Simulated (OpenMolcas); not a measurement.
Run report: BHCl$_{2}$, single-point calculation

The run: single-point calculation of BHCl$_{2}$, SMILES ClBCl. Method and program: SOS-MP2/cc-pVDZ, RHF (OpenMolcas 26.06).

The geometry comes from this level: GFN2-xTB.

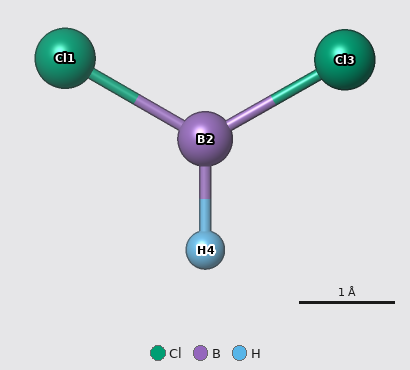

*The structure (ball-and-stick view, seen on its broad side; atoms are numbered from 1 in the order of the input).*

Bond lengths as drawn: B–Cl 1.70 Å and B–H 1.17 Å.

### Input file
```
* BCl2H SOS-MP2
>>> EXPORT MOLCAS_PRINT=2

&GATEWAY
 COORD
 4
 angstrom
 Cl      -1.497150      -0.669100      -0.016060
 B        0.010160       0.117640      -0.055190
 Cl       1.368780      -0.598620       0.674810
 H        0.118210       1.150080      -0.603560
 BASIS=cc-pVDZ
 GROUP=NoSym
 RICD
 CDTHRESHOLD=1e-05

&SEWARD

&SCF
 PRORBITALS=1 1

&MBPT2
 SOSMP2
 FROZEN=11
```

Run on 1 thread of Arm Neoverse V1, 24 GiB of memory available, shared host.

Launched with:
```bash
export MOLCAS_MEM=1860
pymolcas test.inp > test.log
```

### Output
```
--- Start Module: gateway ---

                                              &GATEWAY

                       available to each process: 1.9 GB of memory, 1 thread

++    Symmetry information:
      ---------------------

                    Character Table for C1

                             E
                    a        1  x, y, xy, Rz, z, xz, Ry, yz, Rx, I
--

++    Basis set information:
      ----------------------

      Basis set label: CL.CC-PVDZ.........

      Electronic valence basis set:
      ------------------
      Associated Effective Charge  17.000000 au
      Associated Actual Charge     17.000000 au
      Nuclear Model: Point charge

      Shell  nPrim  nBasis  Cartesian Spherical Contaminant
         s      12       4        X
         p       8       3        X
         d       1       1                 X

      Basis set label: B.CC-PVDZ.........

      Electronic valence basis set:
      ------------------
      Associated Effective Charge   5.000000 au
      Associated Actual Charge      5.000000 au
      Nuclear Model: Point charge

      Shell  nPrim  nBasis  Cartesian Spherical Contaminant
         s       9       3        X
         p       4       2        X
         d       1       1                 X

      Basis set label: CL.CC-PVDZ.........

      Electronic valence basis set:
      ------------------
      Associated Effective Charge  17.000000 au
      Associated Actual Charge     17.000000 au
      Nuclear Model: Point charge

      Shell  nPrim  nBasis  Cartesian Spherical Contaminant
         s      12       4        X
         p       8       3        X
         d       1       1                 X

      Basis set label: H.CC-PVDZ.........

      Electronic valence basis set:
      ------------------
      Associated Effective Charge   1.000000 au
      Associated Actual Charge      1.000000 au
      Nuclear Model: Point charge

      Shell  nPrim  nBasis  Cartesian Spherical Contaminant
         s       4       2        X
         p       1       1        X
--

++    Molecular structure info:
      -------------------------

                    ************************************************
                    **** Cartesian Coordinates / bohr, angstrom ****
                    ************************************************

     Center  Label                x              y              z                     x              y              z
        1      CL1             -2.829203      -1.264416      -0.030349             -1.497150      -0.669100      -0.016060
        2      B2               0.019200       0.222307      -0.104294              0.010160       0.117640      -0.055190
        3      CL3              2.586619      -1.131228       1.275206              1.368780      -0.598620       0.674810
        4      H4               0.223385       2.173336      -1.140563              0.118210       1.150080      -0.603560

                    ***************************************
                    *    InterNuclear Distances / bohr    *
                    ***************************************

               1 CL1           2 B2            3 CL3           4 H4
    1 CL1      0.000000
    2 B2       3.213909        0.000000
    3 CL3      5.572553        3.213522        0.000000
    4 H4       4.729589        2.218571        4.726623        0.000000

                    *******************************************
                    *    InterNuclear Distances / angstrom    *
                    *******************************************

               1 CL1           2 B2            3 CL3           4 H4
    1 CL1      0.000000
    2 B2       1.700728        0.000000
    3 CL3      2.948868        1.700522        0.000000
    4 H4       2.502790        1.174017        2.501221        0.000000
--

            Nuclear Potential Energy            114.20434183 au

--- Stop Module: gateway /rc=_RC_ALL_IS_WELL_ ---

--- Start Module: seward ---

                                              &SEWARD

                       available to each process: 1.9 GB of memory, 1 thread

               SEWARD will generate:
                  Multipole Moment integrals up to order  2
                  Kinetic Energy integrals
                  Nuclear Attraction integrals (point charge)
                  One-Electron Hamiltonian integrals
                  Velocity integrals
                  Orbital angular momentum around ( -0.0982  -0.9656   0.5031 )
                  Velocity quadrupole around ( -0.0982  -0.9656   0.5031 )
                  RI decomposed two-electron repulsion integrals stored Cholesky style
                   - acCD auxiliary basis
                   - CD Threshold:   1.00E-05

                   Integrals are discarded if absolute value <: 1.00E-14
                   Integral cutoff threshold is set to       <: 1.00E-16

            Nuclear Potential Energy            114.20434183 au

      Basis set specifications :
      Symmetry species         a
      Basis functions           55

--- Stop Module: seward /rc=_RC_ALL_IS_WELL_ ---

--- Start Module: scf ---

                                                &SCF

                       available to each process: 1.9 GB of memory, 1 thread

++    Input section:
      --------------

      Header of the integral files:

      Cartesian coordinates in angstrom:
      -----------------------------------------------------
      No.  Label        X            Y            Z
      -----------------------------------------------------
       1   CL1       -1.49715000  -0.66910000  -0.01606000
       2   B2         0.01016000   0.11764000  -0.05519000
       3   CL3        1.36878000  -0.59862000   0.67481000
       4   H4         0.11821000   1.15008000  -0.60356000
      -----------------------------------------------------
      Nuclear repulsion energy =  114.20434183
--

++    Orbital specifications:
      -----------------------

      Symmetry species               1
                                     a
      Frozen orbitals                0
      Occupied orbitals             20
      Secondary orbitals            35
      Deleted orbitals               0
      Total number of orbitals      55
      Number of basis functions     55
--

      Molecular charge                           0.000

++    Optimization specifications:
      ----------------------------

      SCF Algorithm: LK-RI/DF
      LK screening threshold:                     4.50E-02
      Local-Exchange (LK) algorithm.
       - the density matrix is decomposed
      The actual AO density is used
      Number of density matrices in core                 5
      Maximum number of NDDO SCF iterations            400
      Maximum number of HF SCF iterations              400
      Threshold for SCF energy change             1.00E-09
      Threshold for density matrix                1.00E-04
      Threshold for Fock matrix                   1.50E-04
      Threshold for linear dependence             1.00E-09
      Threshold at which DIIS is turned on        1.50E-01
      Maximum depth in the DIIS procedure                5
      Maximum depth in the BFGS Hessian update          30
      Threshold at which QNR/C2DIIS is turned on  7.50E-02
      Threshold for Norm(delta) (QNR/C2DIIS)      1.00E-03
      All orbitals punched on: SCFORB
--

      Input vectors read from INPORB
      Orbital file label: *Guess orbitals

++ Convergence information
                                   SCF        iterations: Energy and convergence statistics

Iter     Tot. SCF        One-elec.       Two-elec.     Energy      Max Dij or  Max Fij      DNorm      TNorm      AccCon     Time
         Energy          Energy          Energy        Change      Delta Norm                                                in Sec.
   1  -944.126646429 -1527.308090122   468.977101864   0.00E+00    2.91E-01*   1.08E-01*    8.93E+00   1.51E+02   None         0.
   2  -944.309289902 -1532.129945573   473.616313842  -1.83E-01*   1.87E-01*   6.88E-02*    9.85E+00   1.52E+02   EDIIS        0.
   3  -944.340426879 -1531.122925669   472.578156962  -3.11E-02*   7.61E-02*   3.86E-02*    9.49E+00   1.52E+02   EDIIS        0.
   4  -944.347794507 -1531.317628832   472.765492496  -7.37E-03*   2.11E-02*   1.08E-02*    9.69E+00   1.52E+02   c2DIIS       0.
   5  -944.350288491 -1531.317339253   472.762708933  -2.49E-03*   5.30E-03*   2.12E-03*    9.64E+00   1.52E+02   QNRc2DIIS    0.
   6  -944.350355077 -1531.305053033   472.750356127  -6.66E-05*   4.83E-03*   1.37E-03*    9.65E+00   1.52E+02   QNRc2DIIS    0.
   7  -944.350371102 -1531.312416625   472.757703694  -1.60E-05*   5.57E-04    2.21E-04*    9.66E+00   1.52E+02   QNRc2DIIS    0.
   8  -944.350371842 -1531.311889720   472.757176050  -7.40E-07*   1.80E-04    3.73E-05     9.66E+00   1.52E+02   QNRc2DIIS    0.
   9  -944.350371887 -1531.310974404   472.756260689  -4.53E-08*   1.96E-05    6.83E-06     9.66E+00   1.52E+02   QNRc2DIIS    0.
  10  -944.350371888 -1531.311483661   472.756769944  -8.34E-10    3.85E-06    1.43E-06     9.66E+00   1.52E+02   QNRc2DIIS    0.

       Convergence after  10 Iterations
--

 *****************************************************************************************************************************
 *                                             SCF/KS-DFT Program, Final results                                             *
 *                                                       Final Results                                                       *
 *****************************************************************************************************************************

::    Total SCF energy                               -944.3503718878
      One-electron energy                           -1531.3114836608
      Two-electron energy                             472.7567699441
      Nuclear repulsion energy                        114.2043418289
      Kinetic energy (interpolated)                   944.6454602581
      Virial theorem                                    0.9996876200
      Total spin, S(S+1)                                0.0000000000
      Total spin, S                                     0.0000000000
      Max non-diagonal density matrix element           0.0000029884
      Max non-diagonal Fock matrix element              0.0000002798

      All orbitals with orbital energies smaller than  E(LUMO)+0.5 are printed

++    Molecular orbitals:
      -------------------

      Title: SCF orbitals

      Molecular orbitals for symmetry species 1: a

          Orbital            1         2         3         4         5         6         7         8         9        10
          Energy         -104.8447 -104.8446  -10.5749  -10.5749   -8.0421   -8.0421   -8.0397   -8.0396   -8.0391   -8.0391
          Occ. No.          2.0000    2.0000    2.0000    2.0000    2.0000    2.0000    2.0000    2.0000    2.0000    2.0000

          Orbital           11        12        13        14        15        16        17        18        19        20
          Energy           -7.7167   -1.1621   -1.1135   -0.7107   -0.6055   -0.5850   -0.5288   -0.4728   -0.4617   -0.4614
          Occ. No.          2.0000    2.0000    2.0000    2.0000    2.0000    2.0000    2.0000    2.0000    2.0000    2.0000

          Orbital           21        22        23        24        25        26        27        28
          Energy            0.0853    0.2383    0.2450    0.3033    0.3866    0.4157    0.4399    0.4410
          Occ. No.          0.0000    0.0000    0.0000    0.0000    0.0000    0.0000    0.0000    0.0000

--

++    Molecular charges:
      ------------------

      Mulliken charges per centre and basis function type
      ---------------------------------------------------

                CL1     B2      CL3     H4
      1s       2.0000  2.0017  2.0000  1.3385
      2s       2.0064  1.3434  2.0064  0.0000
      2px      2.0000  0.7953  2.0000  0.0000
      2pz      1.9999  0.5206  2.0000  0.0000
      2py      1.9999  0.9234  1.9999  0.0000
      3s       1.9066  0.0000  1.9065  0.0000
      3px      1.6338  0.0000  1.6864  0.0000
      3pz      1.8546  0.0000  1.7887  0.0000
      3py      1.8314  0.0000  1.8447  0.0000
      *s      -0.0321 -0.4711 -0.0321 -0.3280
      *px     -0.0998 -0.1933 -0.0788  0.0013
      *pz      0.0038 -0.1224 -0.0225  0.0041
      *py     -0.0301 -0.2440 -0.0248  0.0123
      *d2+     0.0085  0.0614  0.0064  0.0000
      *d1+     0.0040  0.0477  0.0088  0.0000
      *d0      0.0047  0.0207  0.0031  0.0000
      *d1-     0.0011  0.0205  0.0028  0.0000
      *d2-     0.0116  0.0590  0.0089  0.0000
      Total   17.1045  4.7628 17.1044  1.0283

      N-E     -0.1045  0.2372 -0.1044 -0.0283

      Total electronic charge=   40.000000

      Total            charge=   -0.000000
--

++    Molecular properties:
      ---------------------

      Charge (e):
                      =   -0.0000
      Dipole Moment (debye):
      Origin of the operator (angstrom)=   -0.0520   -0.5110    0.2662
                   X=  5.7553E-02               Y=  6.1095E-01               Z= -3.0130E-01           Total=  6.8364E-01
      Quadrupole Moment (debye*angstrom):
      Origin of the operator (angstrom)=   -0.0520   -0.5110    0.2662
                  XX= -3.2785E+01              XY= -1.1501E-01              XZ= -5.2261E-01              YY= -3.1023E+01
                  YZ=  2.8857E-01              ZZ= -3.0777E+01
      In traceless form (debye*angstrom)
                  XX= -1.8845E+00              XY= -1.7252E-01              XZ= -7.8391E-01              YY=  7.5804E-01
                  YZ=  4.3285E-01              ZZ=  1.1264E+00
--

--- Stop Module: scf /rc=_RC_ALL_IS_WELL_ ---

--- Start Module: mbpt2 ---

                                               &MBPT2

                       available to each process: 1.9 GB of memory, 1 thread

WARNING!
Default frozen orbitals as non valence orbitals is overwritten by user input.
Default values:  11

      Cartesian coordinates in angstrom:
      -----------------------------------------------------
      No.  Label        X            Y            Z
      -----------------------------------------------------
       1   CL1       -1.49715000  -0.66910000  -0.01606000
       2   B2         0.01016000   0.11764000  -0.05519000
       3   CL3        1.36878000  -0.59862000   0.67481000
       4   H4         0.11821000   1.15008000  -0.60356000
      -----------------------------------------------------
      Nuclear repulsion energy =  114.20434183

      Contents of RUNFILE file:
      -------------------------

      Symmetry species                           1
                                                 a
      Number of basis functions                 55
      Frozen occupied orbitals                  11
      Active occupied orbitals                   9
      Active external orbitals                  35
      Deleted external orbitals                  0

      Reference numbers of frozen occupied orbitals according to the original input sequence
      symmetry species 1                        1  2  3  4  5  6  7  8  9 10 11

      Energies of the active occupied orbitals

      symmetry species 1                    -1.162120     -1.113469     -0.710738     -0.605507     -0.584997
                                            -0.528750     -0.472817     -0.461670     -0.461411

      Energies of the active external orbitals

      symmetry species 1                     0.085275      0.238251      0.244984      0.303316      0.386639
                                             0.415659      0.439921      0.441023      0.606649      0.636964
                                             0.670177      0.698072      0.739602      0.788605      0.794940
                                             0.798985      0.866777      0.907920      0.947434      0.966717
                                             0.988613      1.056701      1.094341      1.131296      1.152220
                                             1.258917      1.266042      1.364271      1.422211      1.614283
                                             1.636093      1.820820      1.896372      2.186047      2.584952

      ********************************************************************************************************
      *                                               Results                                                *
      ********************************************************************************************************

       Opposite-Spin (OS) scaling factor    =        1.3000000000
       SCF energy                           =     -944.3503718878 a.u.
       SOS 2nd-order correlation energy     =       -0.3350002618 a.u.

       Total SOS-MP2 energy                 =     -944.6853721495 a.u.

::    Total MBPT2 energy                             -944.6853721495

       Zeroth-order energy (E0)             =     -471.5936019437 a.u.

       Shanks-type energy S1(E)             =     -944.6856097025 a.u.

--- Stop Module: mbpt2 /rc=_RC_ALL_IS_WELL_ ---

.##################.
.# Happy landing! #.
.##################.

    Timing: Wall=1.90 User=1.64 System=0.25
```

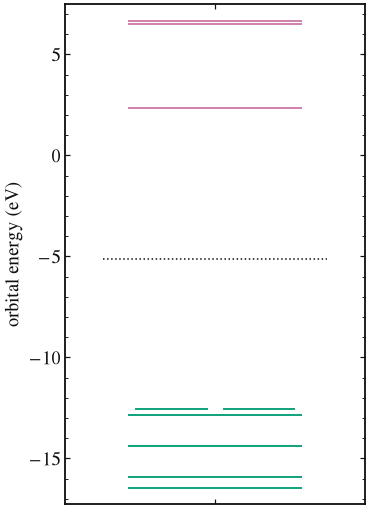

*Orbital energies near the frontier (SCF reference); the dotted line parts filled from empty levels, and levels within 0.02 eV of each other stand side by side.*

Highest filled −12.56 eV, lowest empty 2.32 eV, 14.88 eV apart.

### Results in brief

- outcome: converged
- total energy: −944.685372 hartree
- SCF energy: −944.350372 hartree
- correlation energy: −0.335000 hartree
- basis functions: 55
- HOMO of the SCF reference: −12.56 eV
- LUMO of the SCF reference: 2.32 eV
- wall time: 2.1 s
- peak memory: 0.22 GiB

### Remarks

Settings chosen away from the usual ones: cdthr set to 1e-05 (from default).
